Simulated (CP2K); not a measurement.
# B2H3F (SMILES BBF): GFN1-xTB

Aim: the energy difference between two shapes of B2H3F at GFN1-xTB, from 2 runs. 

The calculation is run with CP2K 2026.2.

4 further runs of the same task are left out: 1 that didn't finish, 3 set aside as unsound or not needed.

### 1 The structure to begin with

The species is B2H3F (6 atoms), meant as a singlet with charge 0. SMILES: `BBF`. The coordinates come from a GFN2-xTB relaxation.

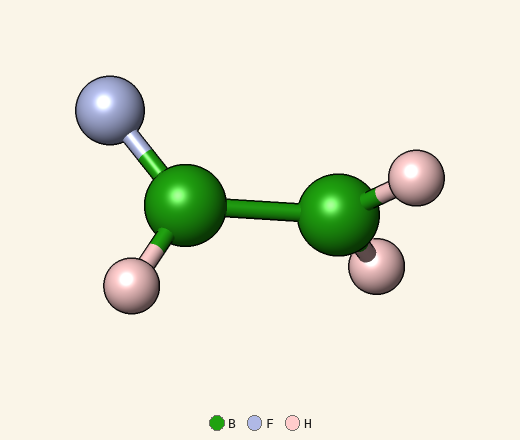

Viewed from a chosen angle; boron green, fluorine light blue, hydrogen pink.

### 2 Energy and gradient at GFN1-xTB

mol.inp

```
&GLOBAL
  PROJECT mol
  RUN_TYPE ENERGY_FORCE
  PRINT_LEVEL MEDIUM
&END GLOBAL

&FORCE_EVAL
  METHOD Quickstep
  &DFT
    &QS
      METHOD XTB
      EPS_DEFAULT 1.0E-10
      &XTB
        GFN_TYPE 1
        CHECK_ATOMIC_CHARGES F
      &END XTB
    &END QS
    &POISSON
      PERIODIC NONE
      POISSON_SOLVER ANALYTIC
    &END POISSON
    &SCF
      SCF_GUESS ATOMIC
      EPS_SCF 1.0E-07
      MAX_SCF 100
      &DIAGONALIZATION
        ALGORITHM STANDARD
      &END DIAGONALIZATION
      &MIXING
        METHOD BROYDEN_MIXING
        ALPHA 0.3
        NBUFFER 8
      &END MIXING
    &END SCF
    &PRINT
      &MOMENTS
        PERIODIC F
        REFERENCE COM
        MAX_MOMENT 1
      &END MOMENTS
      &MO ON
        ENERGIES T
        OCCUPATION_NUMBERS T
        NDIGITS 6
        &EACH
          QS_SCF 0
        &END EACH
        ADD_LAST NUMERIC
      &END MO
      &HIRSHFELD OFF
      &END HIRSHFELD
    &END PRINT
  &END DFT
  &SUBSYS
    &CELL
      ABC 12.8 12 13.1
      PERIODIC NONE
    &END CELL
    &COORD
      B      6.061680     6.463075     6.089755
      B      6.866460     6.037355     7.463055
      F      7.776430     6.777185     8.077035
      H      6.445660     6.171045     5.022965
      H      5.023570     7.003935     6.117405
      H      6.678240     4.996065     8.003125
    &END COORD
  &END SUBSYS
  &PRINT
    &FORCES ON
    &END FORCES
  &END PRINT
&END FORCE_EVAL
```

The run is started by

```console
$ OMP_NUM_THREADS=1 cp2k.psmp -i mol.inp > mol.out 2>&1
```

The program printed:

```text
CP2K| version string:                                       CP2K version 2026.2
[...]
 GLOBAL| Method name                                                        CP2K
[...]
 GLOBAL| Run type                                                   ENERGY_FORCE
[...]
                             - Atoms:                                          6
[...]
                             - Spherical basis functions:                     18
[...]
 Number of electrons:                                                         16
[...]
     1 NoMix/Diag. 0.30E+00    0.0     0.39960466        -9.5019510322 -9.50E+00
[...]
    27 Broy./Diag. 0.30E+00    0.0     0.00000006        -9.5404127655 -6.18E-08
  *** SCF run converged in    27 steps ***
[...]
 TB_DIPOLE| Moment [Debye]         -1.02730372      -0.61819165      -0.85754265
 TB_DIPOLE| Derivative [a.u.]       0.00000000       0.00000000       0.00000000
[...]
 ENERGY| Total FORCE_EVAL ( QS ) energy [hartree]             -9.540412767421728
 FORCES| Atomic forces [hartree/bohr]
 FORCES|   Atom     x               y               z               |f|
 FORCES|      1  1.04694706E-02 -4.50206809E-04  1.44118696E-02   1.78189362E-02
 FORCES|      2 -1.04681611E-02 -1.63109066E-03 -1.32753321E-02   1.69846194E-02
 FORCES|      3  7.24701071E-03  7.60316988E-03  3.84406515E-03   1.11849986E-02
 FORCES|      4  2.21173189E-03 -3.12041838E-03 -6.96991490E-03   7.95037625E-03
 FORCES|      5 -7.56278419E-03  2.57826160E-03  3.81307169E-04   7.99928326E-03
 FORCES|      6 -1.89726792E-03 -4.97971562E-03  1.60800501E-03   5.56622613E-03
 FORCES| Sum     1.95156391E-17  4.16333634E-17  1.96240593E-16
 FORCES| Total atomic force                                       2.01555371E-16
[...]
```

Run time: 0.54 s. Hardware: 1 thread of Arm Neoverse N1, shared host; peak memory 0.15 GiB.

### 3 The distorted shape

calc.inp

```
&GLOBAL
   PROJECT_NAME calc
   RUN_TYPE ENERGY_FORCE
   PRINT_LEVEL MEDIUM
&END GLOBAL
&FORCE_EVAL
   METHOD Quickstep
   &DFT
      CHARGE 0
      MULTIPLICITY 1
      ! Quickstep
      &QS
         METHOD XTB
         EPS_DEFAULT 1.0E-10
         &XTB
            GFN_TYPE 1
            CHECK_ATOMIC_CHARGES F
         &END XTB
      &END QS
      ! cluster boundary conditions
      &POISSON
         PERIODIC NONE
         POISSON_SOLVER ANALYTIC
      &END POISSON
      ! self-consistent field
      &SCF
         SCF_GUESS ATOMIC
         EPS_SCF 1.0E-07
         MAX_SCF 100
         &DIAGONALIZATION
            ALGORITHM STANDARD
         &END DIAGONALIZATION
         &MIXING
            METHOD BROYDEN_MIXING
            ALPHA 0.3
            NBUFFER 8
         &END MIXING
      &END SCF
      ! extra output
      &PRINT
         &MOMENTS
            PERIODIC F
            REFERENCE COM
            MAX_MOMENT 1
         &END MOMENTS
         &MO ON
            ENERGIES T
            OCCUPATION_NUMBERS T
            NDIGITS 6
            &EACH
               QS_SCF 0
            &END EACH
            ADD_LAST NUMERIC
         &END MO
         &HIRSHFELD OFF
         &END HIRSHFELD
      &END PRINT
   &END DFT
   ! structure
   &SUBSYS
      ! vacuum box
      &CELL
         ABC [angstrom] 12.7 12.1 13.1
         PERIODIC NONE
      &END CELL
      &COORD
         B      5.959426     6.536043     6.083260
         B      6.732468     6.076261     7.439390
         F      7.708237     6.787895     8.074661
         H      6.484220     6.229310     5.011224
         H      4.991763     7.085443     6.069590
         H      6.577223     5.014557     8.088776
      &END COORD
   &END SUBSYS
   ! extra output
   &PRINT
      &FORCES ON
      &END FORCES
   &END PRINT
&END FORCE_EVAL
```

The run is started by

```console
$ OMP_NUM_THREADS=1 cp2k.psmp -i calc.inp > calc.out 2>&1
```

The program printed:

```text
CP2K| version string:                                       CP2K version 2026.2
[...]
 GLOBAL| Method name                                                        CP2K
[...]
 GLOBAL| Run type                                                   ENERGY_FORCE
[...]
                             - Atoms:                                          6
[...]
                             - Spherical basis functions:                     18
[...]
 Number of electrons:                                                         16
[...]
     1 NoMix/Diag. 0.30E+00    0.0     0.46152986        -9.4907172031 -9.49E+00
[...]
    38 Broy./Diag. 0.30E+00    0.0     0.00000006        -9.5350507168  7.52E-08
  *** SCF run converged in    38 steps ***
[...]
 TB_DIPOLE| Moment [Debye]         -1.38583749      -0.53262247      -1.08055597
 TB_DIPOLE| Derivative [a.u.]       0.00000000       0.00000000       0.00000000
[...]
 ENERGY| Total FORCE_EVAL ( QS ) energy [hartree]             -9.535050711295229
 FORCES| Atomic forces [hartree/bohr]
 FORCES|   Atom     x               y               z               |f|
 FORCES|      1  4.63180160E-02 -2.08715348E-02 -6.80653268E-03   5.12572771E-02
 FORCES|      2  1.08842885E-02 -1.07721417E-02  2.34310356E-02   2.79914309E-02
 FORCES|      3 -1.07259538E-02 -2.42230436E-03 -1.10815798E-02   1.56113757E-02
 FORCES|      4 -1.01790382E-02  3.64436498E-03  1.24448661E-02   1.64854150E-02
 FORCES|      5 -3.34067011E-02  1.68295488E-02 -3.04066849E-03   3.75298156E-02
 FORCES|      6 -2.89061144E-03  1.35920671E-02 -1.49471208E-02   2.04087320E-02
 FORCES| Sum    -2.20309881E-16 -7.97972799E-17 -1.83880688E-16
 FORCES| Total atomic force                                       2.97852577E-16
[...]
```

Run time: 0.54 s. Hardware: 1 thread of Arm Neoverse N1, shared host; peak memory 0.15 GiB.

### 4 Outcome

Level: GFN1-xTB.

| quantity | value |
| --- | --- |
| first shape: total energy | -9.54041 Eh |
| first shape: dipole moment (from atomic charges alone) | 1.47 D |
| first shape: HOMO energy | -11.88 eV |
| first shape: dispersion energy | -2.41 kJ/mol |
| first shape: largest force on an atom | 0.916 eV/Å |
| distorted shape: total energy | -9.53505 Eh |
| distorted shape: dipole moment (from atomic charges alone) | 1.84 D |
| distorted shape: HOMO energy | -11.96 eV |
| distorted shape: dispersion energy | -2.41 kJ/mol |
| distorted shape: largest force on an atom | 2.636 eV/Å |
| energy change with the atoms displaced | 0.146 eV |

What this shows: With the atoms displaced the energy rises by 0.15 eV (3.4 kcal/mol). The first shape isn't relaxed at this level, so the change isn't measured from a minimum. The largest force (first shape) is 0.92 eV/Å: the shape isn't a stationary point for this species at this level. The dipole (first shape) comes from point charges on the atoms alone, without atomic dipoles, so it is partial. The dipole (distorted shape) comes from point charges on the atoms alone, without atomic dipoles, so it is partial.
